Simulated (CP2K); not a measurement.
# AM1 run of Si2NH7 (SMILES [SiH3]N[SiH3])

Aim: the energy change on altering one bond length of Si2NH7 at AM1, from 2 runs. 

The calculation is run with CP2K 2026.2.

2 further runs of the same task are left out: 1 that didn't finish, 1 set aside as unsound or not needed.

**1. The molecule**

Si2NH7 has 10 atoms, charge 0, and is taken as a singlet. As SMILES, `[SiH3]N[SiH3]`. Geometry: relaxed at PBE0-D4/def2-TZVP.

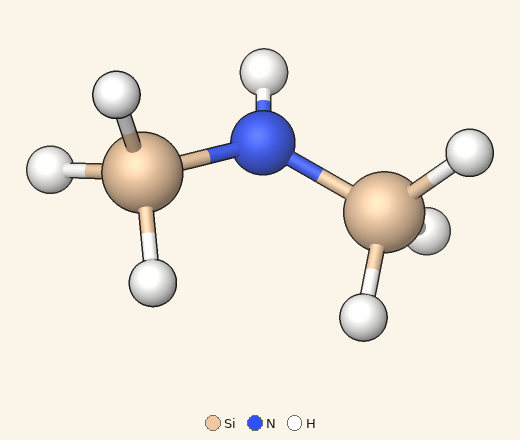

The structure, seen from a chosen angle (silicon light orange, nitrogen blue, hydrogen white).

**2. The energy at AM1**

Input file molecule.pdb:

```
HETATM    1 Si   MOL A   1      -1.043   0.758  -0.880  1.00  0.00          SI
HETATM    2 N    MOL A   1       0.120   0.500   0.369  1.00  0.00           N
HETATM    3 Si   MOL A   1       0.996  -0.935   0.755  1.00  0.00          SI
HETATM    4 H    MOL A   1      -1.374  -0.567  -1.458  1.00  0.00           H
HETATM    5 H    MOL A   1      -0.532   1.645  -1.963  1.00  0.00           H
HETATM    6 H    MOL A   1      -2.274   1.394  -0.336  1.00  0.00           H
HETATM    7 H    MOL A   1       0.362   1.317   0.913  1.00  0.00           H
HETATM    8 H    MOL A   1       0.403  -2.042  -0.035  1.00  0.00           H
HETATM    9 H    MOL A   1       0.897  -1.243   2.208  1.00  0.00           H
HETATM   10 H    MOL A   1       2.445  -0.827   0.427  1.00  0.00           H
END
```

Input file gas.inp:

```
&FORCE_EVAL
    METHOD QUICKSTEP
    &DFT
        # Quickstep
        &QS
            METHOD AM1
            EPS_DEFAULT 1.0E-10
            &SE
                &COULOMB
                    CUTOFF [angstrom] 50
                    RC_RANGE [angstrom] 0
                &END COULOMB
                &EXCHANGE
                    CUTOFF [angstrom] 50
                    RC_RANGE [angstrom] 0
                &END EXCHANGE
            &END SE
        &END QS
        &POISSON
            PERIODIC NONE
            POISSON_SOLVER ANALYTIC
        &END POISSON
        # SCF settings
        &SCF
            SCF_GUESS ATOMIC
            EPS_SCF 1.0E-06
            MAX_SCF 50
            &OT
                MINIMIZER DIIS
                PRECONDITIONER FULL_ALL
            &END OT
            &OUTER_SCF
                EPS_SCF 1.0E-06
                MAX_SCF 8
            &END OUTER_SCF
        &END SCF
        &PRINT
            &MOMENTS
                PERIODIC F
                REFERENCE COM
                MAX_MOMENT 1
            &END MOMENTS
            &MO_CUBES
                NLUMO 3
                NHOMO -1
                WRITE_CUBE F
            &END MO_CUBES
            &HIRSHFELD OFF
            &END HIRSHFELD
        &END PRINT
    &END DFT
    &SUBSYS
        &CELL
            ABC 20.7 19.7 20.2
            PERIODIC NONE
        &END CELL
        &TOPOLOGY
            COORD_FILE_NAME molecule.pdb
            COORD_FILE_FORMAT PDB
            CONN_FILE_FORMAT OFF
            &CENTER_COORDINATES
            &END CENTER_COORDINATES
        &END TOPOLOGY
    &END SUBSYS
&END FORCE_EVAL

&GLOBAL
    PROJECT_NAME gas
    RUN_TYPE ENERGY
    PRINT_LEVEL MEDIUM
&END GLOBAL
```

The run is started by

```bash
OMP_NUM_THREADS=1 cp2k.psmp -i gas.inp > gas.out 2>&1
```

Log:

```text
CP2K| version string:                                       CP2K version 2026.2
[...]
 GLOBAL| Method name                                                        CP2K
[...]
 GLOBAL| Run type                                                         ENERGY
[...]
                             - Atoms:                                         10
[...]
                             - Spherical basis functions:                     19
[...]
 Number of electrons:                                                         20
[...]
     1 OT DIIS     0.15E+00    0.0     0.30499299       -14.3170643514 -1.43E+01
[...]
     5 OT DIIS     0.15E+00    0.0     0.00000032       -17.3322374736 -1.21E-10
  *** SCF run converged in     5 steps ***
  Core-core repulsion energy [eV]:                            953.66832673131637
  Core Hamiltonian energy [eV]:                              -701.93271514622666
  Two-electron integral energy [eV]:                        -1446.73955714304066
  Electronic energy [eV]:                                   -1425.30249371774698
  Total energy [eV]:                                         -471.63416698643067
  Atomic reference energy [eV]:                               470.30232382353995
  Heat of formation [kcal/mol]:                               -30.71303539581691
[...]
 SE_DIPOLE| Moment [Debye]         -0.11091748      -0.40265348      -0.27075473
 SE_DIPOLE| Derivative [a.u.]       0.00000000       0.00000000       0.00000000
 *** WARNING in qs_scf_post_se.F:140 :: Printing of MO cube files not ***
 *** implemented for Semi-Empirical method.                           ***
 ENERGY| Total FORCE_EVAL ( QS ) energy [hartree]            -17.332237473574700
[...]
```

Wall time 0.7 s (1 thread of Arm Neoverse V1, shared host).

**3. The distorted shape at the same level**

Input file molecule.pdb:

```
HETATM    1 Si   MOL A   1      -0.924   1.128  -2.624  1.00  0.00          SI
HETATM    2 N    MOL A   1       0.238   0.870  -1.375  1.00  0.00           N
HETATM    3 Si   MOL A   1       1.114  -0.566  -0.988  1.00  0.00          SI
HETATM    4 H    MOL A   1      -1.255  -0.198  -3.202  1.00  0.00           H
HETATM    5 H    MOL A   1      -0.414   2.015  -3.706  1.00  0.00           H
HETATM    6 H    MOL A   1      -2.156   1.763  -2.080  1.00  0.00           H
HETATM    7 H    MOL A   1       0.480   1.687  -0.831  1.00  0.00           H
HETATM    8 H    MOL A   1       0.521  -1.673  -1.778  1.00  0.00           H
HETATM    9 H    MOL A   1       0.897  -1.243   2.208  1.00  0.00           H
HETATM   10 H    MOL A   1       2.563  -0.458  -1.317  1.00  0.00           H
END
```

Input file qs.inp:

```
&GLOBAL
    PROJECT_NAME qs
    RUN_TYPE ENERGY
    PRINT_LEVEL MEDIUM
&END GLOBAL

&FORCE_EVAL
    METHOD QUICKSTEP
    &DFT
        &QS
            METHOD AM1
            EPS_DEFAULT 1.0E-10
            &SE
                &COULOMB
                    CUTOFF [angstrom] 50
                    RC_RANGE [angstrom] 0
                &END COULOMB
                &EXCHANGE
                    CUTOFF [angstrom] 50
                    RC_RANGE [angstrom] 0
                &END EXCHANGE
            &END SE
        &END QS
        &POISSON
            PERIODIC NONE
            POISSON_SOLVER ANALYTIC
        &END POISSON
        &SCF
            SCF_GUESS ATOMIC
            EPS_SCF 1.0E-06
            MAX_SCF 50
            &OT
                MINIMIZER DIIS
                PRECONDITIONER FULL_ALL
            &END OT
            &OUTER_SCF
                EPS_SCF 1.0E-06
                MAX_SCF 8
            &END OUTER_SCF
        &END SCF
        &PRINT
            &MOMENTS
                PERIODIC F
                REFERENCE COM
                MAX_MOMENT 1
            &END MOMENTS
            &MO_CUBES
                NLUMO 3
                NHOMO -1
                WRITE_CUBE F
            &END MO_CUBES
            &HIRSHFELD OFF
            &END HIRSHFELD
        &END PRINT
    &END DFT
    &SUBSYS
        &CELL
            ABC 20.7 19.7 21.9
            PERIODIC NONE
        &END CELL
        &TOPOLOGY
            COORD_FILE_NAME molecule.pdb
            COORD_FILE_FORMAT PDB
            CONN_FILE_FORMAT OFF
            &CENTER_COORDINATES
            &END CENTER_COORDINATES
        &END TOPOLOGY
    &END SUBSYS
&END FORCE_EVAL
```

The run is started by

```bash
OMP_NUM_THREADS=1 cp2k.psmp qs.inp > qs.out
```

Log:

```text
CP2K| version string:                                       CP2K version 2026.2
[...]
 GLOBAL| Method name                                                        CP2K
[...]
 GLOBAL| Run type                                                         ENERGY
[...]
                             - Atoms:                                         10
[...]
                             - Spherical basis functions:                     19
[...]
 Number of electrons:                                                         20
[...]
     1 OT DIIS     0.15E+00    0.0     0.29666307       -14.2561506737 -1.43E+01
[...]
     5 OT DIIS     0.15E+00    0.0     0.00000045       -17.1461139889 -1.30E-10
  *** SCF run converged in     5 steps ***
  Core-core repulsion energy [eV]:                            919.97923460202821
  Core Hamiltonian energy [eV]:                              -700.42455370555945
  Two-electron integral energy [eV]:                        -1372.24834059110344
  Electronic energy [eV]:                                   -1386.54872400111140
  Total energy [eV]:                                         -466.56948939908295
  Atomic reference energy [eV]:                               470.30232382353995
  Heat of formation [kcal/mol]:                                86.08121361394876
[...]
 SE_DIPOLE| Moment [Debye]          0.02570335      -0.85527235       0.50977235
 SE_DIPOLE| Derivative [a.u.]       0.00000000       0.00000000       0.00000000
 *** WARNING in qs_scf_post_se.F:140 :: Printing of MO cube files not ***
 *** implemented for Semi-Empirical method.                           ***
 ENERGY| Total FORCE_EVAL ( QS ) energy [hartree]            -17.146113988857937
[...]
```

Run time: 0.73 s. Hardware: 1 thread of Arm Neoverse V1, shared host.

**4. Outcome**

At AM1:

| quantity | value |
| --- | --- |
| first shape: total energy | -17.33224 Eh |
| first shape: dipole moment | 0.50 D |
| first shape: heat of formation | -30.7 kcal/mol |
| distorted shape: total energy | -17.14611 Eh |
| distorted shape: dipole moment | 1.00 D |
| distorted shape: heat of formation | 86.1 kcal/mol |
| energy change with the Si3–H9 bond stretched from 1.489 to 3.274 Å | 5.065 eV |

One bond (distorted shape) is far stretched, which a spin-restricted single reference describes badly. With the Si3–H9 bond stretched from 1.489 to 3.274 Å the energy rises by 5.06 eV (489 kJ/mol). The first shape isn't relaxed at this level, so the change isn't measured from a minimum. A restricted reference can't describe the breaking bond well at this length.
